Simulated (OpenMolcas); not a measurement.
**CH4Si: a line through the functionals**

CH4Si has 6 atoms, charge 0, and is taken as a singlet. As SMILES, `C[SiH]`. The shape is that of a PBE0-D4/def2-TZVP optimisation.

The HOMO–LUMO gap y, in eV, basis def2-TZVP; a is the functional's share of exact exchange. Programs: OpenMolcas 26.06.

| functional | program | a | y (eV) |
| --- | --- | --- | --- |
| r2SCAN | OpenMolcas | 0 | 2.20 |
| TPSS | OpenMolcas | 0 | 2.08 |
| B3LYP | OpenMolcas | 0.2 | ? |
| PBE0 | OpenMolcas | 0.25 | 3.77 |
| BHLYP | OpenMolcas | 0.5 | 5.68 |

Problem. Fit y = c + s·a to the known rows and predict B3LYP.

Solution. 
1. Means of the 4 rows: a = 0.1875, y = 3.433.
2. Σ(Δa)² = 0.17188, Σ(Δa·Δy) = 1.2081, so the slope is 1.2081/0.17188 = 7.0287.
3. Intercept: 3.433 − (7.0287) × 0.1875 = 2.115. The largest residual of the fit is 0.10.
4. B3LYP: 2.115 + (7.0287) × 0.2 = 3.52 eV.

The run gave 3.41 eV, so the prediction is off by +0.11 eV, about the scatter of the fit. Exact exchange lowers occupied levels and raises empty ones. The rows mix families of semi-local functionals, which the line can't see.

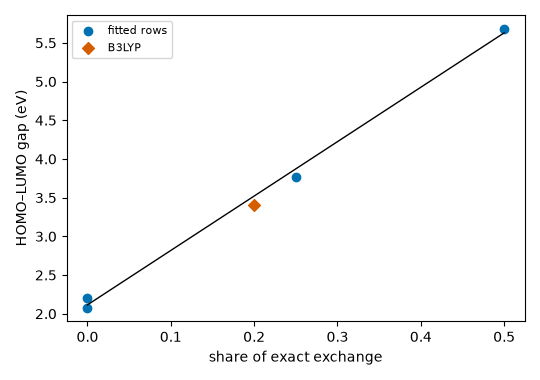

The fitted line, with the withheld row.
